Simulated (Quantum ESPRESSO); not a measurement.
# MnS: spin spirals in supercells, part 2 of 2

This program has no spiral boundary conditions, so spirals of MnS are built in supercells. What do they cost, in energy and in time?

Quantum ESPRESSO 7.5; LDA with U = 2.4 eV on Mn d (ortho-atomic projectors); plane waves with GBRV 1.5 LDA potentials, no spin-orbit coupling, flat spiral in a supercell.

So far, absolute magnetization (μB): step 2 (parallel moments, one cell) 4.93.

The database entry behind the starting cell differs from later determinations by our own check (an axis about 0.2 % short against later determinations), so it need not match the best structure at ambient conditions.

**4. One turn in 3 cells along the input cell's a**

Neighbouring cells are turned by 120° in the xy plane; the cell holds 6 atoms.

File pw.in:

```
&CONTROL
  calculation = 'scf'
  prefix = 'pwscf'
  outdir = './tmp'
  pseudo_dir = './pseudo'
  disk_io = 'nowf'
/
&SYSTEM
  ibrav = 0
  celldm(1) = 8
  nat = 6
  ntyp = 6
  ecutwfc = 34
  ecutrho = 238
  nbnd = 84
  occupations = 'smearing'
  smearing = 'fd'
  degauss = 0.00734986
  noncolin = .true.
  starting_magnetization(1) = 0.3
  angle1(1) = 90
  angle2(1) = 0
  starting_magnetization(2) = 0.3
  angle1(2) = 90
  angle2(2) = 120
  starting_magnetization(3) = 0.3
  angle1(3) = 90
  angle2(3) = -120
  starting_magnetization(4) = 0
  starting_magnetization(5) = 0
  starting_magnetization(6) = 0
/
&ELECTRONS
  conv_thr = 6d-08
  electron_maxstep = 150
  mixing_beta = 0.3
/
ATOMIC_SPECIES
Mn1    54.9380 mn_lda_v1.5.uspp.F.UPF
Mn2    54.9380 mn_lda_v1.5.uspp.F.UPF
Mn3    54.9380 mn_lda_v1.5.uspp.F.UPF
S1     32.0600 s_lda_v1.4.uspp.F.UPF
S2     32.0600 s_lda_v1.4.uspp.F.UPF
S3     32.0600 s_lda_v1.4.uspp.F.UPF
CELL_PARAMETERS alat
   0.0000000000000    1.8456718843454    1.8456718843454
   0.6152239614485    0.0000000000000    0.6152239614485
   0.6152239614485    0.6152239614485    0.0000000000000
ATOMIC_POSITIONS crystal
Mn1     0.0000000000    0.0000000000    0.0000000000
Mn2     0.3333333333    0.0000000000    0.0000000000
Mn3     0.6666666667    0.0000000000    0.0000000000
S1      0.1666666667    0.5000000000    0.5000000000
S2      0.5000000000    0.5000000000    0.5000000000
S3      0.8333333333    0.5000000000    0.5000000000
K_POINTS automatic
4 4 4 0 0 0
HUBBARD {ortho-atomic}
U Mn1-3d 2.4000
U Mn2-3d 2.4000
U Mn3-3d 2.4000
```

On the command line:

```bash
$ OMP_NUM_THREADS=1 mpirun -n 4 pw.x -nk 4 -in pw.in > pw.out
```

What it wrote:

```text
     [... lines left out ...]
Program PWSCF v.7.5 starts
     [... lines left out ...]
     number of atoms/cell      =            6
     [... lines left out ...]
     number of electrons       =        63.00
     number of Kohn-Sham states=           84
     kinetic-energy cutoff     =      34.0000  Ry
     charge density cutoff     =     238.0000  Ry
     scf convergence threshold =      6.0E-08
     [... lines left out ...]
     Noncollinear calculation without spin-orbit
     [... lines left out ...]
     No symmetry found
     [... lines left out ...]
     number of k points=    64  Fermi-Dirac smearing, width (Ry)=  0.0073
     [... lines left out ...]
     iteration # 12     ecut=    34.00 Ry     beta= 0.30
     [... lines left out ...]
     atom number    1 relative position :    0.0000   0.0000   0.0000
     [... lines left out ...]
     magnetization :          4.315897    0.000048   -0.000073
     [... lines left out ...]
     atom number    2 relative position :    0.0000   0.6152   0.6152
[...]
magnetization :         -2.157982    3.737654   -0.000009
[...]
atom number    3 relative position :    0.0000   1.2304   1.2304
[...]
magnetization :         -2.157914   -3.737693   -0.000001
[...]
atom number    4 relative position :    0.6152   0.6152   0.6152
     [... lines left out ...]
     magnetization :          0.033657    0.058299   -0.000001
     [... lines left out ...]
     atom number    5 relative position :    0.6152   1.2304   1.2304
     [... lines left out ...]
     magnetization :         -0.067317   -0.000001   -0.000000
     [... lines left out ...]
     atom number    6 relative position :    0.6152   1.8457   1.8457
     [... lines left out ...]
     magnetization :          0.033658   -0.058298   -0.000001
     [... lines left out ...]
     Tr[ns(  1)] (up, down, total) =   2.66918  2.66926  5.33844
     [... lines left out ...]
     Tr[ns(  2)] (up, down, total) =   2.66921  2.66922  5.33844
     [... lines left out ...]
     Tr[ns(  3)] (up, down, total) =   2.66922  2.66922  5.33844
     [... lines left out ...]
     the Fermi energy is    10.0858 ev
!    total energy              =    -705.80984637 Ry
     estimated scf accuracy    <       0.00000002 Ry
     smearing contrib. (-TS)   =      -0.00012162 Ry
     [... lines left out ...]
     total magnetization       =    -0.00     0.00    -0.00 Bohr mag/cell
     absolute magnetization    =    14.06 Bohr mag/cell
     convergence has been achieved in  12 iterations
```

Elapsed: 3.1 min, on 4 MPI ranks of Arm Neoverse V2, shared host; peak memory 1.1 GiB; 12 min of CPU time.

Spin moment in the atom's sphere by atom:

```
atom  x (μB)  y (μB)  z (μB)  size
 Mn1    4.32    0.00    0.00  4.32
 Mn2   -2.16    3.74    0.00  4.32
 Mn3   -2.16   -3.74    0.00  4.32
  S4    0.03    0.06    0.00  0.07
  S5   -0.07    0.00    0.00  0.07
  S6    0.03   -0.06    0.00  0.07
```

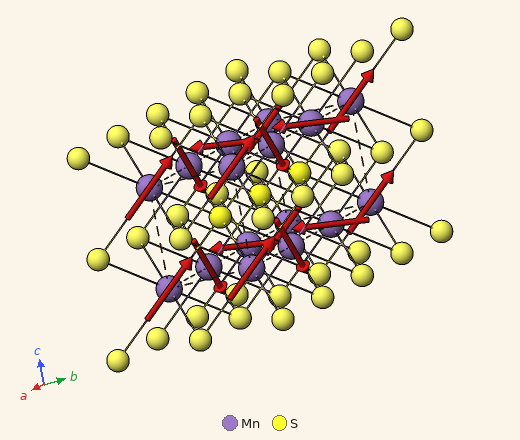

Spin moment in the atom's sphere as arrows, the longest 4.32 μB. Some periodic images of atoms are drawn too.

Read from the output:

* smearing term TS: 0.001655 eV
* magnetization: 0, 0, 0 μB
* absolute magnetization: 14.06 μB
* final state: non-collinear

**5. One turn in 4 cells along the input cell's a**

Neighbouring cells are turned by 90° in the xy plane; the cell holds 8 atoms.

File pw.in:

```
&CONTROL
  calculation = 'scf'
  prefix = 'pwscf'
  outdir = './tmp'
  pseudo_dir = './pseudo'
  disk_io = 'nowf'
/
&SYSTEM
  ibrav = 0
  celldm(1) = 8
  nat = 8
  ntyp = 8
  ecutwfc = 34
  ecutrho = 238
  nbnd = 110
  occupations = 'smearing'
  smearing = 'fd'
  degauss = 0.00734986
  noncolin = .true.
  starting_magnetization(1) = 0.3
  angle1(1) = 90
  angle2(1) = 0
  starting_magnetization(2) = 0.3
  angle1(2) = 90
  angle2(2) = 90
  starting_magnetization(3) = 0.3
  angle1(3) = 90
  angle2(3) = 180
  starting_magnetization(4) = 0.3
  angle1(4) = 90
  angle2(4) = -90
  starting_magnetization(5) = 0
  starting_magnetization(6) = 0
  starting_magnetization(7) = 0
  starting_magnetization(8) = 0
/
&ELECTRONS
  conv_thr = 8d-08
  electron_maxstep = 150
  mixing_beta = 0.3
/
ATOMIC_SPECIES
Mn1    54.9380 mn_lda_v1.5.uspp.F.UPF
Mn2    54.9380 mn_lda_v1.5.uspp.F.UPF
Mn3    54.9380 mn_lda_v1.5.uspp.F.UPF
Mn4    54.9380 mn_lda_v1.5.uspp.F.UPF
S1     32.0600 s_lda_v1.4.uspp.F.UPF
S2     32.0600 s_lda_v1.4.uspp.F.UPF
S3     32.0600 s_lda_v1.4.uspp.F.UPF
S4     32.0600 s_lda_v1.4.uspp.F.UPF
CELL_PARAMETERS alat
   0.0000000000000    2.4608958457939    2.4608958457939
   0.6152239614485    0.0000000000000    0.6152239614485
   0.6152239614485    0.6152239614485    0.0000000000000
ATOMIC_POSITIONS crystal
Mn1     0.0000000000    0.0000000000    0.0000000000
Mn2     0.2500000000    0.0000000000    0.0000000000
Mn3     0.5000000000    0.0000000000    0.0000000000
Mn4     0.7500000000    0.0000000000    0.0000000000
S1      0.1250000000    0.5000000000    0.5000000000
S2      0.3750000000    0.5000000000    0.5000000000
S3      0.6250000000    0.5000000000    0.5000000000
S4      0.8750000000    0.5000000000    0.5000000000
K_POINTS automatic
3 4 4 0 0 0
HUBBARD {ortho-atomic}
U Mn1-3d 2.4000
U Mn2-3d 2.4000
U Mn3-3d 2.4000
U Mn4-3d 2.4000
```

What it wrote:

```text
     [... lines left out ...]
Program PWSCF v.7.5 starts
     [... lines left out ...]
     number of atoms/cell      =            8
     [... lines left out ...]
     number of electrons       =        84.00
     number of Kohn-Sham states=          110
     kinetic-energy cutoff     =      34.0000  Ry
     charge density cutoff     =     238.0000  Ry
     scf convergence threshold =      8.0E-08
     [... lines left out ...]
     Noncollinear calculation without spin-orbit
     [... lines left out ...]
     No symmetry found
     [... lines left out ...]
     number of k points=    48  Fermi-Dirac smearing, width (Ry)=  0.0073
     [... lines left out ...]
     iteration # 10     ecut=    34.00 Ry     beta= 0.30
     [... lines left out ...]
     atom number    1 relative position :    0.0000   0.0000   0.0000
     [... lines left out ...]
     magnetization :          4.340732    0.000013    0.000041
     [... lines left out ...]
     atom number    2 relative position :    0.0000   0.6152   0.6152
[...]
magnetization :          0.000040    4.340726   -0.000017
[...]
atom number    3 relative position :    0.0000   1.2304   1.2304
[...]
magnetization :         -4.340729   -0.000076    0.000091
[...]
atom number    4 relative position :    0.0000   1.8457   1.8457
[...]
magnetization :          0.000049   -4.340729    0.000041
[...]
atom number    5 relative position :    0.6152   0.6152   0.6152
[...]
magnetization :          0.072999    0.073003    0.000000
[...]
atom number    6 relative position :    0.6152   1.2304   1.2304
[...]
magnetization :         -0.072999    0.073001    0.000001
     [... lines left out ...]
     atom number    7 relative position :    0.6152   1.8457   1.8457
     [... lines left out ...]
     magnetization :         -0.072999   -0.073001    0.000002
     [... lines left out ...]
     atom number    8 relative position :    0.6152   2.4609   2.4609
     [... lines left out ...]
     magnetization :          0.073000   -0.073000    0.000001
     [... lines left out ...]
     Tr[ns(  1)] (up, down, total) =   2.66474  2.66470  5.32943
     [... lines left out ...]
     Tr[ns(  2)] (up, down, total) =   2.66472  2.66474  5.32945
     [... lines left out ...]
     Tr[ns(  3)] (up, down, total) =   2.66477  2.66467  5.32944
     [... lines left out ...]
     Tr[ns(  4)] (up, down, total) =   2.66474  2.66470  5.32944
     [... lines left out ...]
     the Fermi energy is    10.0653 ev
!    total energy              =    -941.07303332 Ry
     estimated scf accuracy    <       0.00000006 Ry
     smearing contrib. (-TS)   =      -0.00069154 Ry
     [... lines left out ...]
     total magnetization       =     0.00    -0.00     0.00 Bohr mag/cell
     absolute magnetization    =    19.10 Bohr mag/cell
     convergence has been achieved in  10 iterations
```

The job ended after 5 min (4 MPI ranks; peak memory 1.6 GiB; 20 min of CPU time).

This step gave:

```
smearing term TS       : 0.009409 eV
magnetization          : 0, 0, 0 μB
absolute magnetization : 19.10 μB
final state            : non-collinear
largest moment         : 4.341 μB
```

**6. An input with a fault**

As a test, an input with a fault in it is run.

File pw.in:

```
&CONTROL
  calculation = 'scf'
  prefix = 'pwscf'
  outdir = './tmp'
  pseudo_dir = './pseudo'
  disk_io = 'nowf'
/
&SYSTEM
  ibrav = 0
  nat = 2
  ntyp = 2
  ecutwfc = 12
  ecutrho = 238
  nbnd = 19
  occupations = 'smearing'
  smearing = 'fd'
  degauss = 0.00734986
  nspin = 2
  starting_magnetization(1) = 0.3
  starting_magnetization(2) = 0
/
&ELECTRONS
  conv_thr = 2d-08
  electron_maxstep = 50
  mixing_beta = 0.3
/
ATOMIC_SPECIES
Mn     54.9380 mn_lda_v1.5.uspp.F.UPF
S      32.0600 s_lda_v1.4.uspp.F.UPF
CELL_PARAMETERS angstrom
   0.0000000000    2.6045000000    2.6045000000
   2.6045000000    0.0000000000    2.6045000000
   2.6045000000    2.6045000000    0.0000000000
ATOMIC_POSITIONS crystal
Mn      0.0000000000    0.0000000000    0.0000000000
S       0.5000000000    0.5000000000    0.5000000000
K_POINTS automatic
4 4 4 0 0 0
HUBBARD {ortho-atomic}
U Mn-3d 2.4000
```

What it wrote:

```text
[banner, memory and clock lines left out]
Program PWSCF v.7.5 starts

     Message from routine setup:
     using ibrav=0 with symmetry is DISCOURAGED, use correct ibrav instead

     bravais-lattice index     =            0
     lattice parameter (alat)  =       6.9605  a.u.
     unit-cell volume          =     238.4513 (a.u.)^3
     number of atoms/cell      =            2
     number of atomic types    =            2
     number of electrons       =        21.00
     number of Kohn-Sham states=           19
     kinetic-energy cutoff     =      12.0000  Ry
     charge density cutoff     =     238.0000  Ry
     scf convergence threshold =      2.0E-08
     mixing beta               =       0.3000
     number of iterations used =            8  plain     mixing
     Exchange-correlation=  SLA  PZ   NOGX NOGC
                           (   1   1   0   0   0   0   0)
     Hubbard projectors: ortho-atomic
     Hubbard parameters of DFT+U (Dudarev formulation) in eV:
     U(Mn-3d) =  2.4000

     Internal variables: lda_plus_u =T, lda_plus_u_kind = 0

     Internal variables: orbital_resolved =F, hub_pot_fix =F, apply_U = F

     [... lines left out ...]
     PseudoPot. # 1 for Mn read from file:
     mn_lda_v1.5.uspp.F.UPF
     Pseudo is Ultrasoft + core correction, Zval = 15.0

     PseudoPot. # 2 for S  read from file:
     s_lda_v1.4.uspp.F.UPF
     Pseudo is Ultrasoft + core correction, Zval =  6.0

     atomic species   valence    mass     pseudopotential
     Mn               15.00    54.93800     Mn( 1.00)
     S                 6.00    32.06000     S ( 1.00)

     Starting magnetic structure
     atomic species   magnetization
     Mn              0.300
     S               0.000

     48 Sym. Ops., with inversion, found

   Cartesian axes

     site n.     atom                  positions (alat units)
         1        Mn     tau(   1) = (   0.0000000   0.0000000   0.0000000  )
         2        S      tau(   2) = (   0.7071068   0.7071068   0.7071068  )

     number of k points=     8  Fermi-Dirac smearing, width (Ry)=  0.0073

     Dense  grid:    14841 G-vectors     FFT dimensions: (  36,  36,  36)

     Smooth grid:     1363 G-vectors     FFT dimensions: (  15,  15,  15)

     Check: negative core charge=   -0.000023
     Generating pointlists ...
     new r_m :   0.2917 (alat units)  2.0302 (a.u.) for type    1
     new r_m :   0.2917 (alat units)  2.0302 (a.u.) for type    2

     Initial potential from superposition of free atoms

     starting charge      20.4999, renormalised to      21.0000

     STARTING HUBBARD OCCUPATIONS:

     =================== HUBBARD OCCUPATIONS ===================
     ------------------------ ATOM    1 ------------------------
     Tr[ns(  1)] (up, down, total) =   5.00000  0.00000  5.00000
     Atomic magnetic moment for atom   1 =   5.00000
     [... lines left out ...]
     Number of occupied Hubbard levels =    5.0000

     Atomic wfc used for Hubbard projectors are orthogonalized

     Starting wfcs are   17 randomized atomic wfcs +    2 random wfcs

     Self-consistent Calculation

     iteration #  1     ecut=    12.00 Ry     beta= 0.30
     Davidson diagonalization with overlap
     ethr =  1.00E-02,  avg # of iterations =  5.3

     =================== HUBBARD OCCUPATIONS ===================
     ------------------------ ATOM    1 ------------------------
     Tr[ns(  1)] (up, down, total) =   1.21801  0.43246  1.65048
     Atomic magnetic moment for atom   1 =   0.78555
     [... lines left out ...]
     Number of occupied Hubbard levels =    1.6505

     total energy              =    -219.98966475 Ry
     estimated scf accuracy    <      18.38510204 Ry

     total magnetization       =     0.99 Bohr mag/cell
     absolute magnetization    =     1.00 Bohr mag/cell

     [... further iterations left out ...]

     iteration # 12     ecut=    12.00 Ry     beta= 0.30
     Davidson diagonalization with overlap
     ethr =  7.99E-10,  avg # of iterations =  1.7

     negative rho (up, down):  0.000E+00 2.629E-04

     Magnetic moment per site  (integrated on atomic sphere of radius R)
     atom   1 (R=0.292)  charge= 13.3397  magn=  1.2241
     atom   2 (R=0.292)  charge=  4.5649  magn= -0.0205

     End of self-consistent calculation

     =================== HUBBARD OCCUPATIONS ===================
     ------------------------ ATOM    1 ------------------------
     Tr[ns(  1)] (up, down, total) =   3.49420  2.10959  5.60379
     Atomic magnetic moment for atom   1 =   1.38461
     [... lines left out ...]
     Number of occupied Hubbard levels =    5.6038

     [... lines left out ...]
     the Fermi energy is     9.9072 ev

!    total energy              =    -220.95829680 Ry
     estimated scf accuracy    <          4.9E-09 Ry
     smearing contrib. (-TS)   =      -0.00236302 Ry
     internal energy E=F+TS    =    -220.95593379 Ry

     The total energy is F=E-TS. E is the sum of the following terms:
     one-electron contribution =    -101.04895794 Ry
     hartree contribution      =      52.46764761 Ry
     xc contribution           =     -31.07408111 Ry
     ewald contribution        =    -141.49328214 Ry
     Hubbard energy            =       0.19273979 Ry

     total magnetization       =     1.41 Bohr mag/cell
     absolute magnetization    =     1.47 Bohr mag/cell

     convergence has been achieved in  12 iterations
```

Run time: 1.7 s. Hardware: 4 MPI ranks; peak memory 0.06 GiB.

Convergence was reached, yet the input spoils the result.

The fault in the input: a cutoff far too low.

**7. E(q)**

Spirals:

```
q along the reciprocal vector  energy less that at q = 0 (meV a seeded atom)  largest site moment (μB)  typed angles kept  CPU time (s)
                            0                                              0                     4.387                yes         46.39
                         0.25                                         -62.19                     4.341                yes          1199
                       0.3333                                         -85.19                     4.316                yes         733.5
                          0.5                                         -102.6                     4.294                yes         242.9
```

The energy less that at q = 0, self-consistent by path:

```
path (Å⁻¹)  energy less that at q = 0, self-consistent (meV a seeded atom)
     0.000                                                               0
     0.522                                                           -62.2
     0.696                                                           -85.2
     1.045                                                            -103
```

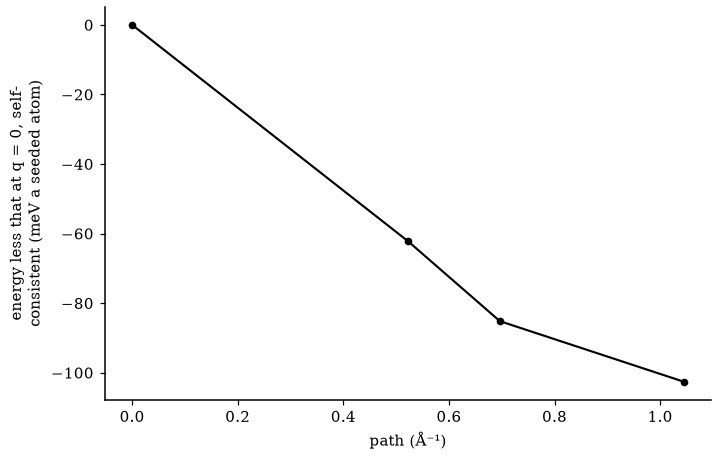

Energy less that at q = 0, self-consistent against path.

**8. What came out**

```
lowest point  : q = 0.5 along a*, -103 meV a seeded atom
highest point : q = 0, 0 meV a seeded atom
```

**Reading.** The state at q = 0.5 lies 103 meV a seeded atom under the parallel one, with neighbouring cells opposed. The moment changes by 2.1 % between the spirals. The cell of 4 repeats took 26 times the CPU time of the single cell, though its mesh is shorter in proportion. Here a and a* are vectors of the cell in the input, which need not be the conventional cell, and only this direction was probed. The mesh is coarse, so differences of some ten meV can be noise in a metal. Energies are free energies at an electronic temperature of 1160 K, which lowers moments and differences where the moments are itinerant. The cutoff lies under the 40 Ry that these files are usually run at.

[Logs and program files are shortened in this print: banners, set-up blocks, solver, clock and traceback lines can be left out without a mark of their own.]

[Logs are printed without paths, hosts, clocks, repeated set-up lines and the standing remarks that a program may print on its own settings, such as how far it seeks lower states.]

[Hosts, paths, dates, database ids (printed as entryN), source tags and the programs' standing remarks are cut or masked in the printed files.]

[Where a cell is said to come from a database of computed structures, the database is the Materials Project.]
